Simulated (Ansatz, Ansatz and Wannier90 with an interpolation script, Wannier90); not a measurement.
## Te2Pt (1T monolayer): quasiparticle bands by Wannier interpolation

Wanted: quasiparticle gap and band widths of Te2Pt (1T monolayer) over the whole zone.

Main program and level: Ansatz 0.2.0; PBE, Wannier functions and G0W0, plane waves, PAW.

## Step 1: Starting point

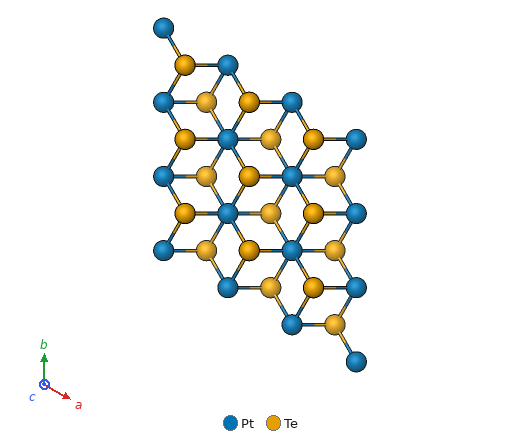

Start, viewed from above; platinum blue, tellurium orange. 3×3×1 cells are drawn. Some periodic images of atoms are drawn too.

The cell holds 3 atoms: 1 Pt and 2 Te. Cell: a = 4.027 Å, b = 4.027 Å, c = 28.700 Å, α = 90.0°, β = 90.0°, γ = 120.0°. Vacuum lies along c.

The structure was relaxed with PBE. The structure was generated from a model, not taken from a measurement. The runs that relaxed it are not among those shown. Spin-orbit coupling is left out unless a step names it. The default PAW set here is soft_2. Its files were made with PBE. The Coulomb interaction is cut off across the vacuum.

## Step 2: PBE bands

The cheap functional maps the bands first; the places of the edges decide which points the dearer methods must see.

This step: DFT, PBE, plane waves, PAW.

Contents of input.yaml:

```yaml
crystal:
  lattice:
    - [4.0267573326, 0.0, 0.0]
    - [-2.0133786663, 3.4872741449, 0.0]
    - [0.0, 0.0, 28.7]
  atoms:
    - { symbol: Pt, position: [0.0, 0.0, 0.5] }
    - { symbol: Te, position: [0.3333333333, 0.6666666667, 0.5483293191] }
    - { symbol: Te, position: [0.6666666667, 0.3333333333, 0.4516706809] }
  periodic: [true, true, false]
kpoints:
  mp_grid: { grid: [6, 6, 1] }
  band_path:
    path:
      - [0, 0, 0]
      - [0.5, 0, 0]
      - [0.3333333333333, 0.3333333333333, 0]
      - [0, 0, 0]
    npoints: 10
hamiltonian:
  xc: pbe
scf:
  occupations: { method: fermi_dirac, width: 0.02 }
  n_extra_bands: 197
output:
  eigenvalues: true
  forces: true
  stress: true
  fatbands: true
  write_density: true
  write_potential: true
  elf: true
  volumetric_format: npy
```

Started as:

```
$ ansatz run input.yaml --threads 12 --pin off --max-ram 22118MiB --backend cpu --events-out ev --progress --plain --runs-dir out
```

Numbers of over 12 decimals in the logs are rounded to 6 here.

The program printed:

```text
scf.n_extra_bands = 197 over 25 filled bands (N_el = 50.0): the run solves 222 bands
Engine: ansatz 0.2.0, aarch64-unknown-linux-gnu
Pseudopotentials: kind: paw
Pseudopotential: Pt, paw, valence charge 18, recommended cutoff 420 eV (normal), Pt.paw.azcp
Pseudopotential: Te, paw, valence charge 16, recommended cutoff 420 eV (normal), Te.paw.azcp
Functional definition: PBE
  parameter kappa = 0.804
  parameter beta = 0.066725
  exchange = pbe_x(kappa = kappa, mu = beta*pi^2/3)
  correlation = pbe_c(beta = beta)
Crystal: 3 atoms, lattice volume = 403.017 Å³
Basis set: ecut = 420 eV, 7907 PW (Γ), exchange–correlation on 54×54×384 points (8 copies of the dense FFT grid, shifted against one another)
Bands: 222, of which v1, the nominal top of the filled ones, is band 25 counted from 1 (24 counted from 0)
Symmetry: 12 space group operations
Space group: P-3m1 (ITA 164), of the structure as read, at distance tolerance 7.4e-5 Å
k-points: 7 of 36
Non-local potential: Pt, projectors of the file, l = 0: 3, l = 1: 2, l = 2: 2, l = 3: 1
Non-local potential: Te, projectors of the file, l = 0: 2, l = 1: 2, l = 2: 2, l = 3: 2
PAW form: soft (Blöchl's): semilocal exchange-correlation on the pseudo side does not see the compensation charge
PAW one-centre angular grid: Pt, 590 points (default); XC on 64 Gauss nodes
PAW one-centre angular grid: Te, 590 points (default); XC on 64 Gauss nodes
Initial density: superposition of atomic densities (neutral atoms: chi_scale 0, normalization atom), corrected by the library's trained network
Initial wavefunctions: pseudopotential atomic-orbital guess
Functional: x = pbe(κ = 0.804, μ = 0.219515), c = pbe(β = 0.066725)
SCF iter   1: F=—  HF=-26484.011607 eV  |F-HF|=—  |Δ(HF+E_count)|=         —  Δρ=1.63e-3  dr2=1.17e-2  ethr=1.77e-3  ⟨swp⟩=5.9  Hψ=8363  notcnv=0  defer=1100
preconditioner: auto → Resta (q_TF=auto, 1.927 Å⁻¹)  ε∞=1.1  [insulator: Δε(μ)=1.019 eV  Ē_g=29.844 eV  σ=0.020 eV  W_gap=1.00  n_scr=58 (ndim 8)  ℏωp=8.7 eV  f_vac=0.764  D(μ)=0.00/eV (n_scr^D=0)  ε∞_Penn≈1.1  vacuum switching on, ρ_ref=6.5e-2 e/Å³]
SCF iter   2: F=—  HF=-26484.011450 eV  |F-HF|=—  |Δ(HF+E_count)|=   1.57e-4  Δρ=1.43e-3  dr2=1.77e-2  ethr=2.33e-5  ⟨swp⟩=3.0  Hψ=2034  notcnv=0  defer=1338
SCF iter   3: F=—  HF=-26484.008945 eV  |F-HF|=—  |Δ(HF+E_count)|=   2.51e-3  Δρ=5.40e-4  dr2=1.74e-3  ethr=2.33e-5  ⟨swp⟩=2.7  Hψ=341  notcnv=0  defer=1338
SCF iter   4: F=—  HF=-26484.008959 eV  |F-HF|=—  |Δ(HF+E_count)|=   1.43e-5  Δρ=1.79e-4  dr2=5.91e-5  ethr=3.47e-6  ⟨swp⟩=2.7  Hψ=333  notcnv=0  defer=1338
SCF iter   5: F=—  HF=-26484.009166 eV  |F-HF|=—  |Δ(HF+E_count)|=   2.07e-4  Δρ=4.35e-5  dr2=3.95e-6  ethr=1.18e-7  ⟨swp⟩=2.3  Hψ=1293  notcnv=0  defer=1338
SCF iter   6: F=—  HF=-26484.009176 eV  |F-HF|=—  |Δ(HF+E_count)|=   1.02e-5  Δρ=8.31e-6  dr2=1.66e-7  ethr=7.89e-9  ⟨swp⟩=3.1  Hψ=470  notcnv=0  defer=1338
SCF iter   7: F=-26484.009177 eV  HF=-26484.009177 eV  |F-HF|=1.60e-8  |Δ(HF+E_count)|=   4.84e-7  Δρ=1.67e-6  dr2=5.44e-9  ethr=2.00e-10  ⟨swp⟩=35.6  Hψ=24137  notcnv=0
SCF 1 converged in 7 iterations: F = -26484.009177 eV  dr2 = 5.44e-9
[...]
NSCF: frozen V_eff on 31 k-points
SCF converged after 7 iterations
Free energy (F): -26484.009177 eV
Harris-Foulkes:  -26484.009177 eV  (|F-HF|=1.60e-8)
Internal energy: -26484.009177 eV  (E = F + TS)
E sigma→0 (E₀):  -26484.009177 eV
Fermi energy:    -4.310050 eV
--- Per-component energies (eV) ---
  E_band       = -1594.183670
  E_kinetic    = 998.423536
  E_local      = -97548.565053  (includes V_loc(G=0)·N_el)
  E_nonlocal   = -421.773647
  E_hartree    = 48468.986069
  E_xc         = -510.147350
  E_vxc        = -510.761796  (∫ρ·V_xc dr)
  E_paw        = -18779.167007  (= ΣΔE_a)
  E_vpaw       = -1049.475773  (= ΣTr[D̂ρ^β])
  E_aug_tail   = -0.000130  (compensation charges beyond the density's cutoff)
  E_ewald      = 41308.234406
  E_smearing   = -0.000000  (= −TS)
  E_closure    = -0.000000  (closes the sum)
  Σ components = -26484.009177   (vs F -26484.009177, Δ=0.00e0)
--- Forces (eV/Å), atoms counted from 1 ---
  atom   1  Pt     0.00000000     0.00000000     0.00000000
  atom   2  Te     0.00000000     0.00000000     0.00327760
  atom   3  Te    -0.00000000    -0.00000000    -0.00327760
  max |Σ_I F_I| component: 8.67e-19 eV/Å
--- 2D stress c σ (N/m, compression-positive) ---
        0.000003      -0.000000       0.000000
       -0.000000       0.000003       0.000000
        0.000000       0.000000       0.000000
  P = ½ c Tr σ = 0.0000 N/m
--- Band table (eV; the first three rows and the last of 7) ---
  k-point 0: bands = [... 21 lower, -6.6658, -5.4093, -4.7973, -4.7973, -2.4654, -2.4654, -0.9809, -0.7034, ... 193 higher]
  k-point 1: bands = [... 21 lower, -7.1721, -5.5232, -5.0937, -5.0358, -3.7994, -2.7484, -0.3420, -0.1989, ... 193 higher]
  k-point 2: bands = [... 21 lower, -7.5765, -6.7061, -6.0556, -5.7020, -3.5852, -2.7870, -1.3630, 0.4387 (0.4381°), ... 193 higher]
  k-point 6: bands = [... 21 lower, -7.8359, -7.2208, -6.4312, -6.4312, -3.6990, -3.6990, -0.3645, 1.8022, ... 193 higher]
  ° read free of the cell's end (the report's vacuum.weakly_bound_levels)
```

The job ended after 24 s (12 threads of Arm Neoverse V2, shared host; peak memory 4.1 GiB).

In the SCF lines HF is the Harris–Foulkes energy and dr2 the Hartree energy of the density residual, in eV; the loop may stop once dr2 is under the threshold and the program's other checks hold. Hψ counts applications of the Hamiltonian.

Numbers from this step:

```yaml
filled_bands: 25
gap: 0.8009 eV
valence_top_at: Γ
conduction_bottom_at: k = (0.200, 0.000, 0.000)
least_direct_gap: 1.022 eV
```

The gap is indirect, with the least direct gap 0.22 eV higher.

Electronic bands along the path, in eV, zero at the top of the highest nominally filled band:

```
point  band 22  band 23  band 24  band 25  band 26  band 27  band 28  band 29
    Γ    -1.87    -0.61     0.00     0.00     2.33     2.33     3.82     4.09
    M    -2.86    -2.53    -2.04    -1.58     1.68     2.08     3.18     5.04
    K    -3.04    -2.42    -1.63    -1.63     1.10     1.10     4.43     6.60
    Γ    -1.87    -0.61     0.00     0.00     2.33     2.33     3.82     4.09
```

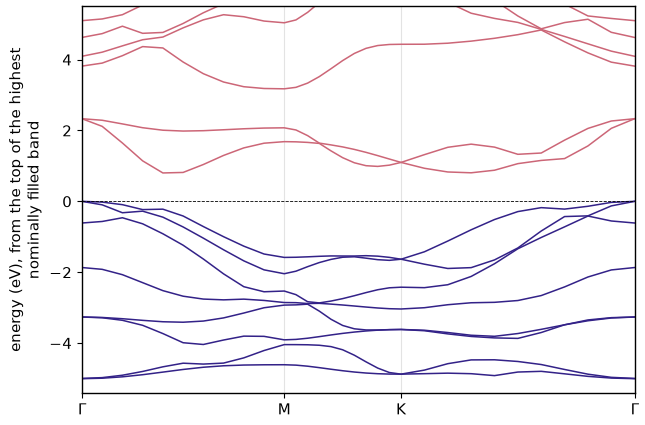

Electronic bands along the path; lines of filled and empty bands in two colours.

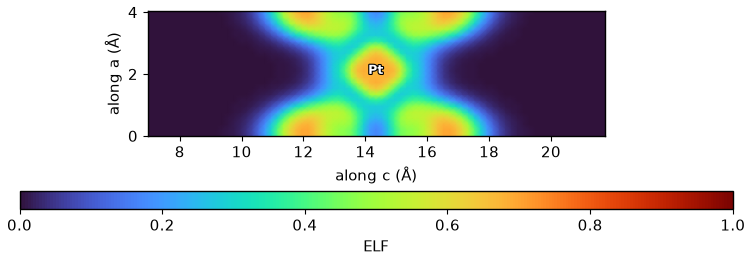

ELF in the ca plane at fractional y = 0.000, with atoms of Pt within 0.2 Å of it. It is the smooth field of the valence electrons, not physical close to the nuclei. The map starts off the cell's origin, so that atoms lie inside it. The far vacuum is left out of the map.

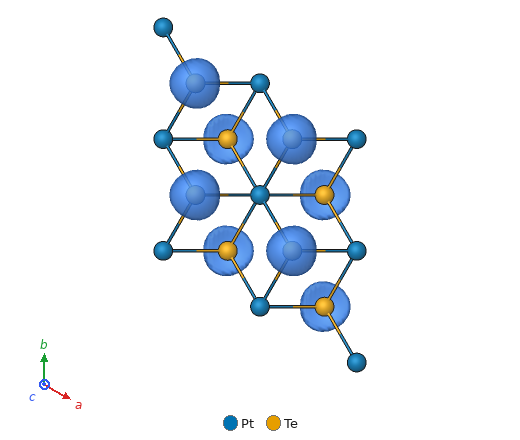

Surface of ELF = 0.78. 2×2×1 cells are drawn.

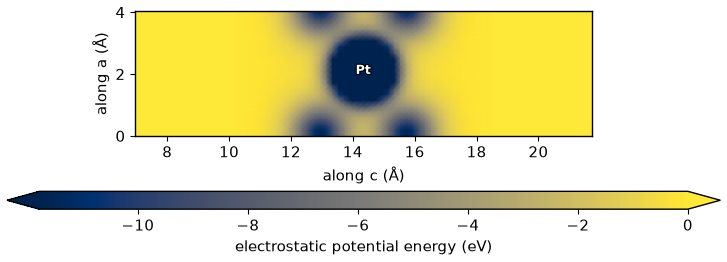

Electrostatic potential energy in the ca plane at fractional y = 0.000, with atoms of Pt within 0.2 Å of it. With pseudopotentials it is smooth inside the atoms' cores, unlike the true potential. The map starts off the cell's origin, so that atoms lie inside it. The far vacuum is left out of the map.

## Step 3: Overlaps and projections on 12×12×1

This step: overlaps and projections of PBE states for Wannier90, plane waves, PAW.

input.yaml, the sections that differ from step 2:

```yaml
kpoints:
  mp_grid: { grid: [6, 6, 1] }
scf:
  occupations: { method: fixed }
  n_extra_bands: 197
output:
  wannier:
    kmesh: [12, 12, 1]
    projections: [{ species: Pt, l: d, shell: 5 }, { species: Te, l: p, shell: 5 }]
    minimise: false
    seedname: w
    disentanglement: { window: [-11.03, -0.5], frozen_window: [-11.03, -3.5] }
# crystal, hamiltonian: as in step 2
```

The program printed:

```text
[...]
Crystal: 3 atoms, lattice volume = 403.017 Å³
Basis set: ecut = 420 eV, 7907 PW (Γ)
Bands: 222, of which v1, the nominal top of the filled ones, is band 25 counted from 1 (24 counted from 0)
Symmetry: 12 space group operations
[...]
k-points: 7 of 36
[...]
k-point 2: bands = [... 21 lower, -7.5765, -6.7061, -6.0555, -5.7019, -3.5852, -2.7870, -1.3629, 0.4395 (0.4389°), ... 193 higher]
  k-point 6: bands = [... 21 lower, -7.8359, -7.2208, -6.4312, -6.4312, -3.6990, -3.6990, -0.3645, 1.8023, ... 193 higher]
  ° read free of the cell's end (the report's vacuum.weakly_bound_levels)
  °? not known for the slab's own: over its row's bound_up_to_ev there, or no deeper under its free states than its continued_xc_part_ev in size
[key lines of the parts left out:]
SCF converged after 7 iterations
Free energy (F): -26484.009208 eV
Fermi energy:    -4.797298 eV
```

Wall time 49 s (12 threads); peak memory 5 GiB; 9.3 min of CPU time.

[end of part 1 of 3]

[Paths, hosts, dates, memory and timing lines, banners, echoed tables and standing remarks are left out of the program output.]

[Logs are printed without paths, hosts, clocks, repeated set-up lines and the standing remarks that a program may print on its own settings, such as how far it seeks lower states.]

[Runs of the session that timed out or met a known fault of the program may be left out.]

[Hosts, paths, dates, database ids (printed as entryN), source tags and the programs' standing remarks are cut or masked in the printed files.]
